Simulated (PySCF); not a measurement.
**NBrO (nitrosyl bromide) at BLYP/6-31G(d) (spherical functions)**

What is the vertical singlet–triplet gap of NBrO (nitrosyl bromide) at BLYP/6-31G* (spherical functions)? 

The calculation is run with PySCF 2.14.0.

**1. The molecule**

The species is NBrO (3 atoms), meant as a singlet with charge 0. SMILES: `O=NBr`. The shape is that of a PBE0-D4/def2-TZVP optimisation.

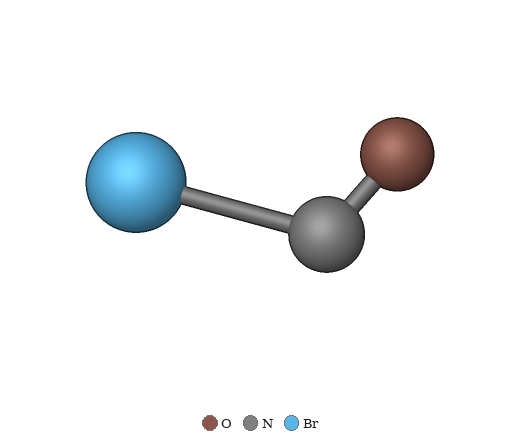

The structure, seen from a chosen angle (oxygen brown, nitrogen grey, bromine blue).

**2. The energy at BLYP/6-31G(d) (spherical functions)**

Input file input.py:

```python
from pyscf import gto, dft

molecule = gto.M(
    atom='''
O      1.779706    -1.222275     0.847599
N     -0.084924    -1.202773    -0.175612
Br    -1.694782     2.425048    -0.671968
''',
    verbose=4,
    spin=0,
    basis='6-31g*',
    max_memory=1860,
    charge=0,
    unit='bohr',
)

mf = dft.RKS(molecule, xc='blyp')
mf.conv_tol = 1e-10
mf.grids.level = 1
mf.kernel()
if not mf.converged:
    mf = mf.newton().run(mf.mo_coeff, mf.mo_occ)

e_tot = mf.e_tot
print(f'total energy: {e_tot:.8f} hartree')
```

The run is started by

```sh
$ OMP_NUM_THREADS=1 python input.py
```

The program printed:

```text
PySCF version 2.14.0

[INPUT] num. atoms = 3
[INPUT] num. electrons = 50
[INPUT] charge = 0
[INPUT] spin (= nelec alpha-beta = 2S) = 0
[INPUT] symmetry False subgroup None
[INPUT] Mole.unit = bohr
[INPUT] Symbol           X                Y                Z      unit          X                Y                Z       unit  Magmom
[INPUT]  1 O      0.941779857338  -0.646800075477   0.448530074799 AA    1.779706000000  -1.222275000000   0.847599000000 Bohr   0.0
[INPUT]  2 N     -0.044939845460  -0.636480061510  -0.092929868364 AA   -0.084924000000  -1.202773000000  -0.175612000000 Bohr   0.0
[INPUT]  3 Br    -0.896840011877   1.283280136987  -0.355590152067 AA   -1.694782000000   2.425048000000  -0.671968000000 Bohr   0.0

nuclear repulsion = 140.795781734289
number of shells = 24
number of NR pGTOs = 149
number of NR cGTOs = 60
basis = 6-31g*
ecp = {}

******** <class 'pyscf.dft.rks.RKS'> ********
method = RKS
initial guess = minao
damping factor = 0
level_shift factor = 0
DIIS = <class 'pyscf.scf.diis.CDIIS'>
diis_start_cycle = 1
diis_space = 8
diis_damp = 0
SCF conv_tol = 1e-10
SCF conv_tol_grad = None
SCF max_cycles = 50
direct_scf = True
direct_scf_tol = 1e-13
XC library pyscf.dft.libxc version 7.0.0
    S. Lehtola, C. Steigemann, M. J.T. Oliveira, and M. A.L. Marques.,  SoftwareX 7, 1–5 (2018)
XC functionals = blyp
    A. D. Becke.,  Phys. Rev. A 38, 3098 (1988)
    C. Lee, W. Yang, and R. G. Parr.,  Phys. Rev. B 37, 785 (1988)
    B. Miehlich, A. Savin, H. Stoll, and H. Preuss.,  Chem. Phys. Lett. 157, 200 (1989)
radial grids:
    Treutler-Ahlrichs [JCP 102, 346 (1995); DOI:10.1063/1.469408] (M4) radial grids

becke partition: Becke, JCP 88, 2547 (1988); DOI:10.1063/1.454033
pruning grids: <function nwchem_prune>
grids dens level: 1
symmetrized grids: False
atomic radii adjust function: <function treutler_atomic_radii_adjust>
small_rho_cutoff = 0
Set gradient conv threshold to 1e-05
Initial guess from minao.
tot grids = 17632
init E= -2703.06126249875
  HOMO = -0.259304374997978  LUMO = -0.127327799410834  gap/eV = 3.59127
cycle= 1 E= -2703.63368624138  delta_E= -0.572  |g|= 0.741  |ddm|= 2.17
  HOMO = -0.181171926041906  LUMO = -0.178500687949349  gap/eV = 0.07269
cycle= 2 E= -2700.92558092044  delta_E= 2.71  |g|= 2.69  |ddm|= 3.37
  HOMO = -0.232990636851485  LUMO = -0.0922851888923448  gap/eV = 3.82879
cycle= 3 E= -2703.1262077209  delta_E= -2.2  |g|= 1.71  |ddm|= 3.56
  HOMO = -0.220757214724674  LUMO = -0.169913461923065  gap/eV = 1.38353
cycle= 4 E= -2703.69027148439  delta_E= -0.564  |g|= 0.489  |ddm|= 1.93
  HOMO = -0.238024004729515  LUMO = -0.172176283115662  gap/eV = 1.79181
cycle= 5 E= -2703.75903541538  delta_E= -0.0688  |g|= 0.156  |ddm|= 0.416
  HOMO = -0.238621426460281  LUMO = -0.165004725767196  gap/eV = 2.00321
cycle= 6 E= -2703.76627935147  delta_E= -0.00724  |g|= 0.0535  |ddm|= 0.133
  HOMO = -0.241663107961496  LUMO = -0.165143321349573  gap/eV = 2.08221
cycle= 7 E= -2703.76726788612  delta_E= -0.000989  |g|= 0.0135  |ddm|= 0.0623
  HOMO = -0.242247977070675  LUMO = -0.164607283776061  gap/eV = 2.11271
cycle= 8 E= -2703.76732749456  delta_E= -5.96e-05  |g|= 0.0014  |ddm|= 0.0201
  HOMO = -0.242167628459588  LUMO = -0.164641500055872  gap/eV = 2.10959
cycle= 9 E= -2703.76732823798  delta_E= -7.43e-07  |g|= 0.000306  |ddm|= 0.00245
  HOMO = -0.242155708650472  LUMO = -0.1646170847638  gap/eV = 2.10993
cycle= 10 E= -2703.76732826404  delta_E= -2.61e-08  |g|= 5.16e-05  |ddm|= 0.000384
  HOMO = -0.242161423987301  LUMO = -0.164624484793037  gap/eV = 2.10989
cycle= 11 E= -2703.76732826469  delta_E= -6.49e-10  |g|= 1.75e-05  |ddm|= 7.75e-05
  HOMO = -0.242160186512066  LUMO = -0.164622917536377  gap/eV = 2.10990
cycle= 12 E= -2703.76732826477  delta_E= -8.46e-11  |g|= 1.78e-06  |ddm|= 2.17e-05
  HOMO = -0.242160124954796  LUMO = -0.164622619576503  gap/eV = 2.10990
Extra cycle  E= -2703.76732826476  delta_E= 1.05e-11  |g|= 4.38e-06  |ddm|= 5.56e-06
converged SCF energy = -2703.76732826476
total energy: -2703.76732826 hartree
```

Wall time 3.3 s (1 thread of Arm Neoverse N1, shared host); peak memory 0.16 GiB.

**3. The triplet, same level**

Input file job.py:

```python
from pyscf import gto, dft

molecule = gto.M(
    atom='''
O        0.941780      -0.646800       0.448530
N       -0.044940      -0.636480      -0.092930
Br      -0.896840       1.283280      -0.355590
''',
    charge=0,
    basis='6-31g*',
    spin=2,
    max_memory=1860,
    verbose=3,
)

ks = dft.UKS(molecule, xc='blyp')
ks.conv_tol = 1e-10
ks.grids.level = 1
ks.kernel()
if not ks.converged:
    ks = ks.newton().run(ks.mo_coeff, ks.mo_occ)

e_tot = ks.e_tot
print('E = %.10f Eh' % e_tot)
```

The run is started by

```sh
$ OMP_NUM_THREADS=1 python job.py
```

The program printed:

```text
WARN: HOMO -0.127327864761557 >= LUMO -0.259304373786624

WARN: HOMO -0.108913545989803 >= LUMO -0.233925585897151

WARN: HOMO -0.150805072102264 >= LUMO -0.227651912664258

WARN: HOMO -0.146545980540582 >= LUMO -0.233414726998046

WARN: HOMO -0.157289865472189 >= LUMO -0.233312112263441

WARN: HOMO -0.152006262760227 >= LUMO -0.232538172345641

WARN: HOMO -0.152014951376533 >= LUMO -0.232042086813338

WARN: HOMO -0.152193093323678 >= LUMO -0.232189150889043

WARN: HOMO -0.15216016212161 >= LUMO -0.232120266555333

WARN: HOMO -0.152157456812316 >= LUMO -0.232120002738364

WARN: HOMO -0.152157834215845 >= LUMO -0.232122923690727

WARN: HOMO -0.152158649479141 >= LUMO -0.232122833363624

WARN: HOMO -0.152158650681722 >= LUMO -0.232123031270998

WARN: HOMO -0.152158222429195 >= LUMO -0.232123078768025

converged SCF energy = -2703.69036949206  <S^2> = 2.0032144  2S+1 = 3.0021422
E = -2703.6903694921 Eh
```

Run time: 4.5 s. Hardware: 1 thread of Arm Neoverse N1, shared host; peak memory 0.16 GiB.

**4. Summary of results**

At BLYP/6-31G* (spherical functions):

| quantity | value |
| --- | --- |
| singlet: total energy | -2703.76733 Eh |
| singlet: dipole moment | 1.86 D |
| singlet: HOMO energy | -6.59 eV |
| singlet: LUMO energy | -4.48 eV |
| singlet: HOMO–LUMO gap | 2.11 eV |
| triplet: total energy | -2703.69037 Eh |
| triplet: dipole moment | 0.12 D |
| triplet: HOMO energy (highest over α and β) | -4.14 eV |
| triplet: ⟨S²⟩ | 2.003 |
| vertical energy of the triplet above the singlet | 2.094 eV |

**Reading.** At this shape the triplet lies 2.09 eV (202 kJ/mol) above the singlet. Mulliken charges (triplet) run from -0.06 on O1 to +0.04 on Br3; they depend strongly on the basis.
